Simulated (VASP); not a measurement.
Band structure of Sr (relaxed from the beta-Sn structure, space group I4_1/amd). Calculation: r2SCAN meta-GGA, VASP's PBE PAW potentials (set 64) (plane waves; VASP 6.6.1).

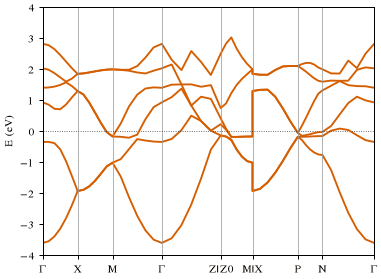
*Bands along high-symmetry lines, zero at the valence-band maximum or, without a gap, the Fermi level*

Problem. Read the plot: is there a gap, and where are the band edges?

Solution. It has no gap at this level: it comes out as a metal or semimetal.

The structure was generated: Sr was put into the beta-Sn type (I4_1/amd), which need not be its known phase. It was relaxed first, which changed the volume by -6 %.
